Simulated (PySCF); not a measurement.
## Electronic structure of C5H12O2Si in real space

Input file:

```
{"job": {"kind": "uv", "xc": "CAM-B3LYP", "basis": "def2-SVPD", "ip": true, "dynamic": false}, "charge": 0, "multiplicity": 1}
C      3.350816     0.494552    -0.671108
C      2.142594    -0.380138    -0.909525
O      1.073711     0.059048    -0.103998
Si    -0.270483    -0.819185     0.303009
C     -1.388306     0.196730     1.406554
C     -2.311998     0.816697     0.345423
C     -2.557828    -0.241948    -0.735752
O     -1.365649    -0.971448    -0.957380
H      3.118076     1.543479    -0.907783
H      4.195098     0.173934    -1.300124
H      3.661486     0.444202     0.383241
H      1.846002    -0.340871    -1.973801
H      2.388154    -1.436788    -0.684939
H      0.172828    -2.174221     0.735610
H     -0.872221     0.947070     2.021399
H     -1.950664    -0.469108     2.083816
H     -3.264184     1.180368     0.764015
H     -1.806125     1.684871    -0.109520
H     -3.357074    -0.938327    -0.417300
H     -2.883686     0.217902    -1.683071
```

Run with:

```sh
OMP_NUM_THREADS=1 python probes_run.py task.json out
```

Geometry: PBE0-D3(BJ)/def2-SVP.

Level of theory: CAM-B3LYP/def2-SVPD, SCF density, gas phase in PySCF 2.14.0.

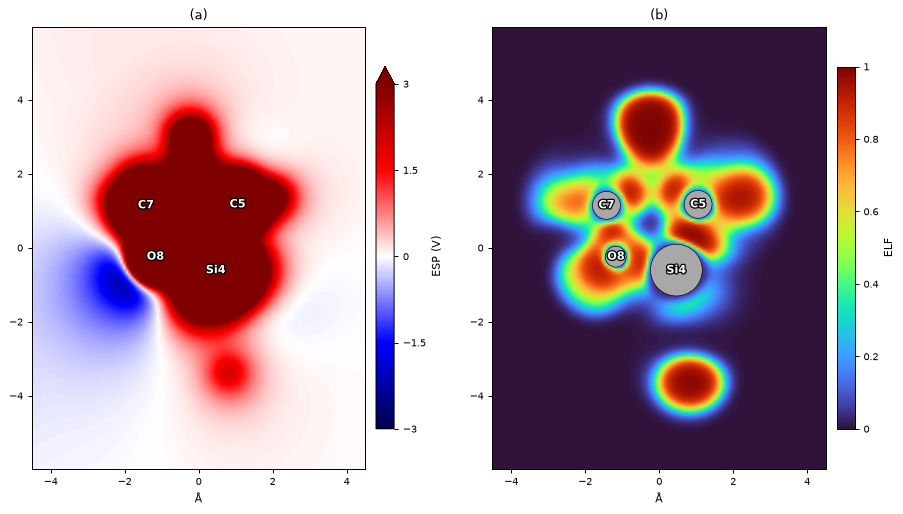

Figure 1. (a) electrostatic potential; (b) ELF on the plane of atoms C5, Si4 and O8. Grey discs cover the atomic cores in the ELF map.

Describe what can be read from this map.

- Atoms in the plane: Si, C and O.
- C–O (1.42 Å): the ELF peaks at about 0.90 between the atoms, as expected for a shared but strongly polarised pair.
- Si–O (1.68 Å): the ELF peaks at about 0.90 between the atoms; a polar covalent bond.
- C–Si (1.87 Å): the ELF peaks at about 0.95 between the atoms, as expected for a shared electron pair.
- The ELF also peaks beside O8, away from the bonds: lone-pair regions.
- Outside the dense part of the molecule the potential is most negative (−2.1 V) near O8.

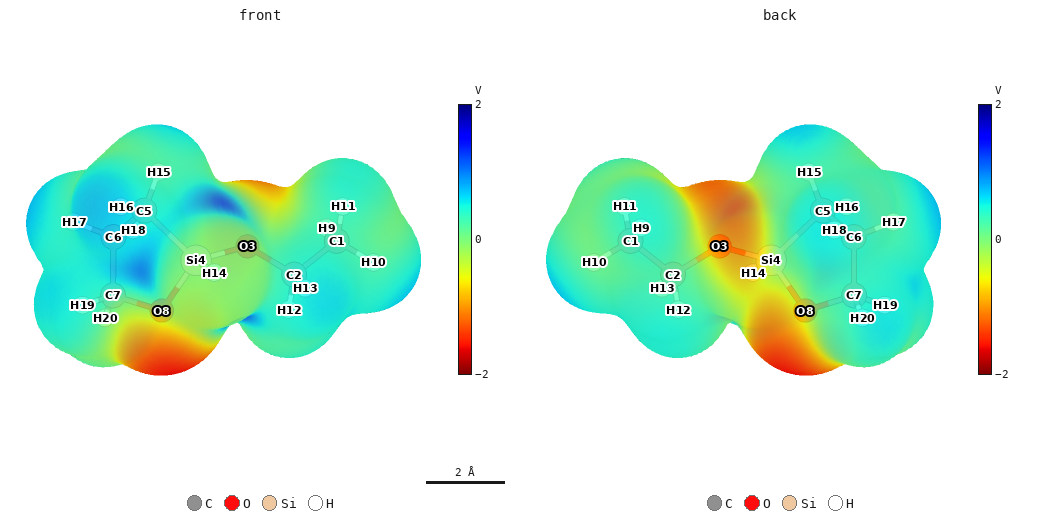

Figure 2. The molecular electrostatic potential painted on the density surface at 0.002 e/bohr³, seen from the front and from behind; the colour scale runs from red (negative) to blue (positive).

Where is the surface potential most negative and most positive?

The most negative region (about −1.6 V, or −37 kcal/mol for a unit charge) lies over O8, the most positive (about +1.1 V, or +25 kcal/mol for a unit charge) over Si4. O8 is the likeliest acceptor of a hydrogen bond.

How polar is the molecule by this calculation?

Its dipole moment is 0.81 D.
